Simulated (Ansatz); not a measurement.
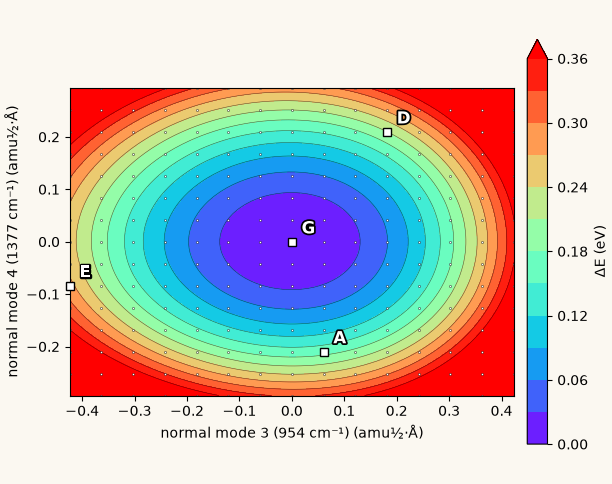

CHF2, SMILES F[CH-]F, charge −1. The first coordinate is: normal mode 3 (954 cm⁻¹); the second: normal mode 4 (1377 cm⁻¹). Nothing is relaxed (straight displacements along the two mass-weighted modes). The grid has 15 × 15 points. Points are written as (first, second). Energies are in eV, from the lowest grid point. These are results of RHF/def2-TZVPD (Ansatz), not measurements.

In the figure: filled contours, dots at the grid points, one colour for all values above the top of the scale, lettered points. Between grid points the surface is interpolated.

> What kind of point is each of A, D, G: minimum, saddle, maximum or slope?

A: on a slope; D: on a slope; G: minimum. (In these two coordinates alone; a stationary point may lie a little off the grid point.)

> Rank the lettered points by energy, lowest first.

G (0.000 eV), A (0.169 eV), D (0.209 eV), E (0.279 eV).
